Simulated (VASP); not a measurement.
# MgBe with rev-vdW-DF2: from relaxation to properties, part 2 of 4

What structure does MgBe take at this level, and what are its properties? The cell is generated by rule, not measured, and may not be a known phase.

VASP 6.6.1; rev-vdW-DF2; plane waves and PAW (Mg, Be); invented cell.

So far. Step 2 (Relaxing cell and atoms (rev-vdW-DF2)): It ends with a largest force of 0.004 eV/Å and a pressure of 0.02 GPa. The relaxed cell has a = 4.698, c = 3.968 Å (conventional setting).

## 3. Second relaxation

A relaxation keeps the plane waves of the cell it began with, so it is repeated from the new cell, on a basis made for it. The mesh changes with the cell too.

INCAR reads:

```
SYSTEM = MgBe
PREC = Accurate
ENCUT = 400
EDIFF = 1E-06
NELM = 100
ISMEAR = 1
SIGMA = 0.2
LREAL = .FALSE.
ALGO = Normal
GGA = MK
AGGAC = 0
LUSE_VDW = .TRUE.
PARAM1 = 0.1234
PARAM2 = 0.711357
ZAB_VDW = -1.8867
LASPH = .TRUE.
LORBIT = 11
LWAVE = .FALSE.
LCHARG = .FALSE.
KPAR = 2
IBRION = 2
NSW = 60
ISIF = 3
EDIFFG = -0.01
```

POSCAR reads:

```
MgBe
1.0
    4.6984052958      0.0000000000      0.0000000000
    0.0000000000      4.6984052958      0.0000000000
    0.0000000000      0.0000000000      3.9683689271
Mg Be
2 2
Direct
    0.5000000000      0.0000000000      0.5361783105
    0.0000000000      0.5000000000      0.5361783105
    0.5000000000      0.5000000000      0.7900013488
    0.5000000000      0.5000000000      0.2942114801
```

KPOINTS reads:

```
Automatic mesh
0
Gamma
6 6 7
0 0 0
```

The projector-augmented-wave data sets are Mg and Be (PBE family, release 64).

Launch:

```bash
$ mpirun -np 2 vasp_std
```

The log of the run:

```text
[banner, memory and clock lines left out]
running    2 mpi-ranks, on    1 nodes
 distrk:  each k-point on    1 cores,    2 groups
 distr:  one band on    1 cores,    1 groups

 POSCAR found type information on POSCAR MgBe
 POSCAR found :  2 types and       4 ions
 [... a notice as in an earlier step ...]

 [... a notice as in an earlier step ...]

 LDA part: xc-table for (Slater+PW92), standard interpolation
 POSCAR, INCAR and KPOINTS ok, starting setup
 FFT: planning ... GRIDC
 FFT: planning ... GRID_SOFT
 FFT: planning ... GRID
 WAVECAR not read
 entering main loop
       N       E                     dE             d eps       ncg     rms          rms(c)
DAV:   1     0.846451881918E+01    0.84645E+01   -0.23632E+03   640   0.586E+02
DAV:   2    -0.700842903776E+01   -0.15473E+02   -0.14920E+02   872   0.662E+01
DAV:   3    -0.751627258229E+01   -0.50784E+00   -0.49801E+00   880   0.162E+01
DAV:   4    -0.751894035274E+01   -0.26678E-02   -0.26669E-02  1040   0.113E+00
DAV:   5    -0.751894470174E+01   -0.43490E-05   -0.43490E-05   928   0.301E-02    0.498E+00
DAV:   6    -0.518292833704E+01    0.23360E+01   -0.59691E+00   760   0.103E+01    0.191E+00
DAV:   7    -0.491762659433E+01    0.26530E+00   -0.22077E+00   808   0.594E+00    0.616E-01
DAV:   8    -0.491066970765E+01    0.69569E-02   -0.14351E-01   720   0.195E+00    0.355E-01
DAV:   9    -0.491219973838E+01   -0.15300E-02   -0.11580E-02   816   0.855E-01    0.943E-02
DAV:  10    -0.491200979899E+01    0.18994E-03   -0.94818E-04   896   0.173E-01    0.434E-02
DAV:  11    -0.491196653767E+01    0.43261E-04   -0.40939E-04   800   0.937E-02    0.764E-03
DAV:  12    -0.491197075470E+01   -0.42170E-05   -0.22475E-05   856   0.313E-02    0.474E-03
DAV:  13    -0.491197090257E+01   -0.14787E-06   -0.87667E-06   768   0.124E-02
   1 F= -.49119709E+01 E0= -.49114679E+01  d E =-.491197E+01
 curvature:   0.00 expect dE= 0.000E+00 dE for cont linesearch  0.000E+00
 trial: gam= 0.00000 g(F)=  0.599E-03 g(S)=  0.508E-03 ort = 0.000E+00 (trialstep = 0.100E+01)
 search vector abs. value=  0.111E-02
 bond charge predicted
       N       E                     dE             d eps       ncg     rms          rms(c)
DAV:   1    -0.491273715222E+01   -0.76640E-03   -0.13634E-02   704   0.730E-01    0.427E-02
DAV:   2    -0.491262493478E+01    0.11222E-03   -0.41910E-04   832   0.144E-01    0.208E-02
DAV:   3    -0.491259296325E+01    0.31972E-04   -0.19544E-04   784   0.663E-02    0.446E-03
DAV:   4    -0.491259322494E+01   -0.26169E-06   -0.10785E-05   744   0.235E-02    0.296E-03
DAV:   5    -0.491259264096E+01    0.58398E-06   -0.12473E-06   520   0.762E-03
   2 F= -.49125926E+01 E0= -.49121864E+01  d E =-.621738E-03
[...]
3 F= -.49126037E+01 E0= -.49122116E+01  d E =-.632815E-03
 curvature:  -0.58 expect dE=-0.574E-04 dE for cont linesearch -0.391E-07
 trial: gam= 0.09766 g(F)=  0.473E-04 g(S)=  0.522E-04 ort =-0.867E-05 (trialstep = 0.103E+01)
 search vector abs. value=  0.108E-03
 bond charge predicted
       N       E                     dE             d eps       ncg     rms          rms(c)
DAV:   1    -0.491265987806E+01   -0.56142E-04   -0.57101E-04   680   0.186E-01    0.108E-02
DAV:   2    -0.491265586500E+01    0.40131E-05   -0.11555E-05   928   0.197E-02    0.527E-03
DAV:   3    -0.491265463240E+01    0.12326E-05   -0.10287E-06   496   0.586E-03    0.231E-03
DAV:   4    -0.491265405678E+01    0.57561E-06   -0.37562E-07   440   0.399E-03
   4 F= -.49126541E+01 E0= -.49122464E+01  d E =-.503393E-04
 trial-energy change:   -0.000050  1 .order   -0.000052   -0.000102   -0.000003
 step:   1.0632(harm=  1.0632)  dis= 0.00074  next Energy=    -4.912656 (dE=-0.525E-04)
 reached required accuracy - stopping structural energy minimisation
```

Wall time 94 s (2 MPI ranks of Intel Xeon 6975P-C (Granite Rapids), shared host); peak memory 0.73 GiB; 3.1 min of CPU time.

Parts of OUTCAR (step 3):

```text
  LATTYP: Found a simple tetragonal cell.
 ALAT       =     4.6984052958
 C/A-ratio  =     0.8446203929

The static configuration has the point symmetry C_4v.

 Found     40 irreducible k-points:

   k-points           NKPTS =     40   k-points in BZ     NKDIM =     40   number of bands    NBANDS=      8

   dimension x,y,z NGX =    32 NGY =   32 NGZ =   28
   dimension x,y,z NGXF=    64 NGYF=   64 NGZF=   56

   ENCUT  =  400.0 eV  29.40 Ry    5.42 a.u.   7.66  7.66  6.47*2*pi/ulx,y,z

   NELECT =       8.0000    total number of electrons

 E-fermi :   1.2344

 k-point     1 :       0.0000    0.0000    0.0000
  band No.  band energies     occupation
      1      -5.2625      2.00000
      2       0.0885      2.00000
      3       0.0885      2.00000
      4       0.9008      2.03990
      5       2.1243     -0.00000
      6       2.7978     -0.00000
      7       4.1932     -0.00000
      8       7.3973      0.00000

 k-point     2 :       0.1667    0.0000    0.0000
  band No.  band energies     occupation
      1      -5.1167      2.00000
      2      -0.8550      2.00000
      3       0.1819      2.00000
      4       0.9759      2.06962
      5       2.5026     -0.00000
      6       3.7170     -0.00000
      7       4.3253     -0.00000
      8       5.8830      0.00000

Total vdW correction in eV:      2.0710785

  Total        0.0022499      0.0022499     -0.0013887      0.0000000      0.0000000      0.0000000
  in kB        0.0408772      0.0408772     -0.0252311      0.0000000      0.0000000      0.0000000
  external PRESSURE =       0.0188411 kB  Pullay stress =       0.0000000 kB

  energy-cutoff  :      400.00
  volume of cell :       88.19
      direct lattice vectors                 reciprocal lattice vectors
     4.707038227  0.000000000  0.000000000     0.212447818  0.000000000  0.000000000
     0.000000000  4.707038227  0.000000000     0.000000000  0.212447818 -0.000000000
     0.000000000  0.000000000  3.980148822     0.000000000  0.000000000  0.251246887

 POSITION                                       TOTAL-FORCE (eV/Angst)
 -----------------------------------------------------------------------------------
      2.35352      0.00000      2.13408         0.000000      0.000000      0.000095
      4.70704      2.35352      2.13408         0.000000      0.000000      0.000095
      2.35352      2.35352      3.14059         0.000000      0.000000      0.000864
      2.35352      2.35352      1.17472         0.000000     -0.000000     -0.001053
 -----------------------------------------------------------------------------------
    total drift:                               -0.000000     -0.000000      0.000003

  FREE ENERGIE OF THE ION-ELECTRON SYSTEM (eV)
  ---------------------------------------------------
  free  energy   TOTEN  =        -4.9126540568 eV

  energy  without entropy=       -4.9114309511  energy(sigma->0) =       -4.91224635

Total vdW correction in eV:      2.0710615

 total charge
# of ion       s       p       d       tot
------------------------------------------
    1        0.220   0.118   0.013   0.351
    2        0.220   0.118   0.013   0.351
    3        0.460   0.632   0.000   1.093
    4        0.462   0.643   0.000   1.104
--------------------------------------------------
tot          1.361   1.512   0.026   2.899

[... 2 parts as in an earlier step ...]

[... 7 further parts left out ...]
```

CONTCAR:

```
MgBe
   1.00000000000000
     4.7070382267643343    0.0000000000000000    0.0000000000000000
     0.0000000000000000    4.7070382267643343    0.0000000000000000
     0.0000000000000000    0.0000000000000000    3.9801488217790215
  Mg              Be
     2     2
Direct
     0.5000000000000000    0.0000000000000000    0.5361805286967958
     1.0000000000000000    0.5000000000000000    0.5361805286967958
     0.5000000000000000    0.5000000000000000    0.7890636992971760
     0.5000000000000000    0.5000000000000000    0.2951446932092297
```

The k-mesh is coarse for a metal.

Relaxation path:

```csv
step,energy less that of the first step (eV),largest force (eV/Å),pressure (GPa),volume (Å³)
1,0.0000,0.0789,0.21,87.60
2,-0.0006,0.0077,0.09,87.96
3,-0.0006,0.0223,0.07,88.02
4,-0.0007,0.0011,0.00,88.19
```

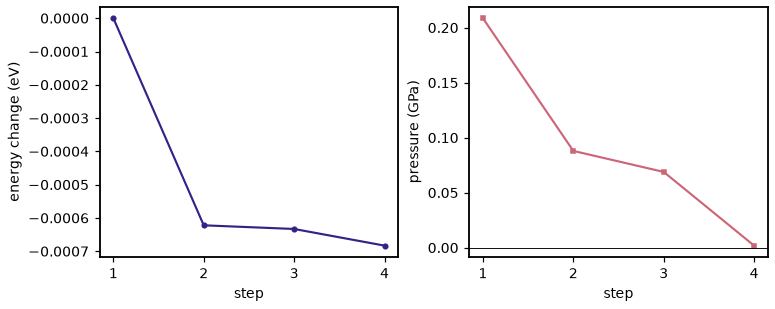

Energy and pressure along the relaxation.

```
conventional cell, symmetrised  before  after  change
                         a (Å)   4.698  4.707  +0.2 %
                         b (Å)   4.698  4.707  +0.2 %
                         c (Å)   3.968  3.980  +0.3 %
              volume (Å³/atom)   21.90  22.05  +0.7 %
```

The relaxed structure:

```xyz
4
Lattice="4.7070 0.0000 0.0000 0.0000 4.7070 0.0000 0.0000 0.0000 3.9801" Properties=species:S:1:pos:R:3 pbc="T T T"
Mg    2.3535    0.0000    2.1341
Mg    0.0000    2.3535    2.1341
Be    2.3535    2.3535    3.1406
Be    2.3535    2.3535    1.1747
```

This step gave:

```yaml
irreducible_k_points: 40
free_energy_toten: -4.913 eV
energy_at_zero_smearing: -4.912 eV
fermi_energy: 1.234 eV
pressure: 0.001884 GPa
scf_cycles_over_all_ionic_steps: 26
```

It ends with a largest force of 0.001 eV/Å and a pressure of 0.00 GPa.

## 4. Density, ELF and potential (rev-vdW-DF2)

The relaxed cell gets a fresh self-consistent run, on a basis set for its own volume, to fix the density and to check the remaining stress.

Changes to INCAR since step 3:

```diff
@@ -18,7 +18,5 @@
 LWAVE = .FALSE.
-LCHARG = .FALSE.
-KPAR = 2
-IBRION = 2
-NSW = 60
-ISIF = 3
-EDIFFG = -0.01
+LCHARG = .TRUE.
+ISIF = 2
+LELF = .TRUE.
+LVHAR = .TRUE.
```

POSCAR reads:

```
MgBe
1.0
    4.7070382268      0.0000000000      0.0000000000
    0.0000000000      4.7070382268      0.0000000000
    0.0000000000      0.0000000000      3.9801488218
Mg Be
2 2
Direct
    0.5000000000      0.0000000000      0.5361805287
    0.0000000000      0.5000000000      0.5361805287
    0.5000000000      0.5000000000      0.7890636993
    0.5000000000      0.5000000000      0.2951446932
```

KPOINTS is that of step 3.

Launch:

```bash
$ mpirun -np 2 vasp_std
```

The log of the run:

```text
[banner, memory and clock lines left out]
running    2 mpi-ranks, on    1 nodes
 distrk:  each k-point on    2 cores,    1 groups
 distr:  one band on    1 cores,    2 groups

 POSCAR found type information on POSCAR MgBe
 POSCAR found :  2 types and       4 ions
 [... a notice as in an earlier step ...]

 [... a notice as in an earlier step ...]

 LDA part: xc-table for (Slater+PW92), standard interpolation
 POSCAR, INCAR and KPOINTS ok, starting setup
 FFT: planning ... GRIDC
 FFT: planning ... GRID_SOFT
 FFT: planning ... GRID
 WAVECAR not read
 entering main loop
       N       E                     dE             d eps       ncg     rms          rms(c)
DAV:   1     0.821936017740E+01    0.82194E+01   -0.24055E+03   640   0.596E+02
DAV:   2    -0.705159380530E+01   -0.15271E+02   -0.14894E+02   888   0.666E+01
DAV:   3    -0.750009526863E+01   -0.44850E+00   -0.44848E+00   880   0.154E+01
DAV:   4    -0.750206462907E+01   -0.19694E-02   -0.19694E-02  1080   0.956E-01
DAV:   5    -0.750206668908E+01   -0.20600E-05   -0.20600E-05   888   0.272E-02    0.496E+00
DAV:   6    -0.518029631753E+01    0.23218E+01   -0.59302E+00   712   0.102E+01    0.190E+00
DAV:   7    -0.491805152609E+01    0.26224E+00   -0.21951E+00   840   0.593E+00    0.614E-01
DAV:   8    -0.491116168976E+01    0.68898E-02   -0.14037E-01   704   0.193E+00    0.352E-01
DAV:   9    -0.491291724535E+01   -0.17556E-02   -0.11200E-02   848   0.857E-01    0.926E-02
DAV:  10    -0.491272201833E+01    0.19523E-03   -0.91236E-04   880   0.167E-01    0.419E-02
DAV:  11    -0.491268238477E+01    0.39634E-04   -0.39980E-04   776   0.931E-02    0.750E-03
DAV:  12    -0.491268668074E+01   -0.42960E-05   -0.21035E-05   952   0.309E-02    0.437E-03
DAV:  13    -0.491268677196E+01   -0.91219E-07   -0.77850E-06   784   0.115E-02
   1 F= -.49126868E+01 E0= -.49122782E+01  d E =-.122560E-02
```

Elapsed: 19 s, on 2 MPI ranks; peak memory 0.54 GiB.

From OUTCAR (step 4):

```text
  LATTYP: Found a simple tetragonal cell.
 ALAT       =     4.7070382268
 C/A-ratio  =     0.8455739321

The static configuration has the point symmetry C_4v.

 Found     40 irreducible k-points:

   ENCUT  =  400.0 eV  29.40 Ry    5.42 a.u.   7.68  7.68  6.49*2*pi/ulx,y,z

   NELECT =       8.0000    total number of electrons

 E-fermi :   1.2341

 k-point     1 :       0.0000    0.0000    0.0000
  band No.  band energies     occupation
      1      -5.2627      2.00000
      2       0.0883      2.00000
      3       0.0883      2.00000
      4       0.9003      2.03983
      5       2.1242     -0.00000
      6       2.7977     -0.00000
      7       4.1930     -0.00000
      8       7.3973      0.00000

 k-point     2 :       0.1667    0.0000    0.0000
  band No.  band energies     occupation
      1      -5.1168      2.00000
      2      -0.8551      2.00000
      3       0.1818      2.00000
      4       0.9754      2.06958
      5       2.5025     -0.00000
      6       3.7169     -0.00000
      7       4.3251     -0.00000
      8       5.8831      0.00000

Total vdW correction in eV:      2.0711633

  Total        0.0050215      0.0050215     -0.0036260      0.0000000      0.0000000      0.0000000
  in kB        0.0912330      0.0912330     -0.0658779      0.0000000      0.0000000      0.0000000
  external PRESSURE =       0.0388627 kB  Pullay stress =       0.0000000 kB

  energy-cutoff  :      400.00
  volume of cell :       88.19
      direct lattice vectors                 reciprocal lattice vectors
     4.707038227  0.000000000  0.000000000     0.212447818  0.000000000  0.000000000
     0.000000000  4.707038227  0.000000000     0.000000000  0.212447818  0.000000000
     0.000000000  0.000000000  3.980148822     0.000000000  0.000000000  0.251246887

 POSITION                                       TOTAL-FORCE (eV/Angst)
 -----------------------------------------------------------------------------------
      2.35352      0.00000      2.13408         0.000000     -0.000000      0.000088
      0.00000      2.35352      2.13408        -0.000000     -0.000000      0.000088
      2.35352      2.35352      3.14059        -0.000000     -0.000000      0.001300
      2.35352      2.35352      1.17472        -0.000000      0.000000     -0.001477
 -----------------------------------------------------------------------------------
    total drift:                                0.000000     -0.000000     -0.000020

  FREE ENERGIE OF THE ION-ELECTRON SYSTEM (eV)
  ---------------------------------------------------
  free  energy   TOTEN  =        -4.9126867720 eV

  energy  without entropy=       -4.9114611732  energy(sigma->0) =       -4.91227824

Total vdW correction in eV:      2.0710350

 total charge
# of ion       s       p       d       tot
------------------------------------------
    1        0.220   0.118   0.013   0.351
    2        0.220   0.118   0.013   0.351
    3        0.460   0.633   0.000   1.093
    4        0.462   0.643   0.000   1.105
--------------------------------------------------
tot          1.361   1.512   0.026   2.900

[... 4 parts as in an earlier step ...]

[... 6 further parts left out ...]
```

Numbers from this step:

* SCF cycles: 13
* pressure: 0.003886 GPa

Valence electrons inside each PAW sphere by angular momentum. Sphere charges, by row:

```csv
atom,s (e),p (e),d (e),tot (e)
Mg1,0.22,0.118,0.013,0.351
Mg2,0.22,0.118,0.013,0.351
Be3,0.46,0.633,0,1.093
Be4,0.462,0.643,0,1.105
```

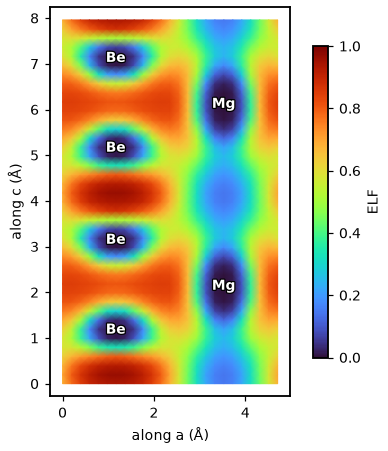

ELF in the ac plane at fractional y = 0.500, with atoms of Mg and Be within 0.2 Å of it. It is the smooth field of the valence electrons, not physical close to the nuclei. The map starts off the cell's origin, so that atoms lie inside it.

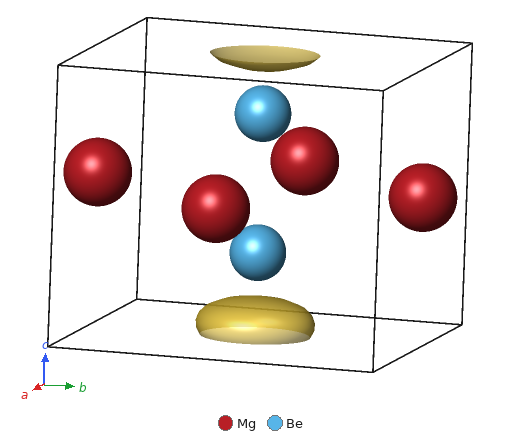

Surface of ELF = 0.85.

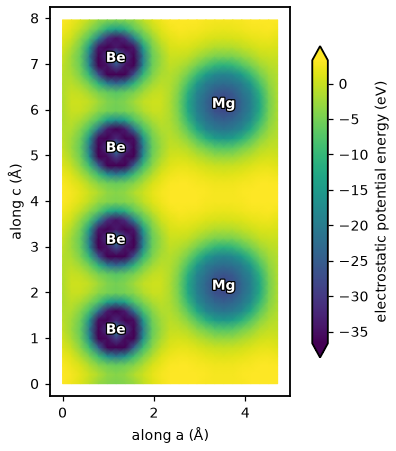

Electrostatic potential energy in the ac plane at fractional y = 0.500, with atoms of Mg and Be within 0.2 Å of it. With pseudopotentials it is smooth inside the atoms' cores, unlike the true potential. The map starts off the cell's origin, so that atoms lie inside it.

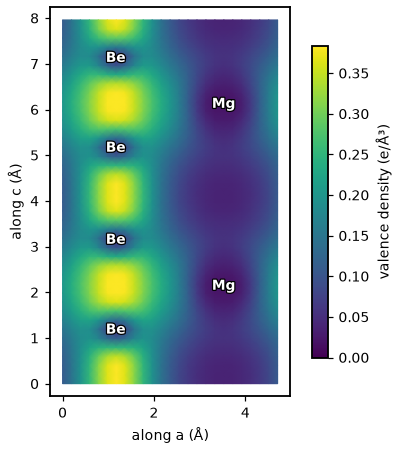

Valence density in the ac plane at fractional y = 0.500, with atoms of Mg and Be within 0.2 Å of it. It is the smooth field of the valence electrons, not physical close to the nuclei. The map starts off the cell's origin, so that atoms lie inside it.

In this run the pressure is 0.00 GPa, small enough to go on.

(Part 2 of 4 ends here.)

[Lines on the potential files, build, host, timing and source positions are cut from VASP's logs without a mark.]

[Logs are printed without paths, hosts, clocks, repeated set-up lines and the standing remarks that a program may print on its own settings, such as how far it seeks lower states.]

[Hosts, paths, dates, database ids (printed as entryN), source tags and the programs' standing remarks are cut or masked in the printed files.]

[A measured line is paired with the nearest computed mode of its activity, which favours agreement.]

[In band tables of VASP the shares of atoms and orbitals are scaled to a sum of 1 inside the atoms' spheres.]
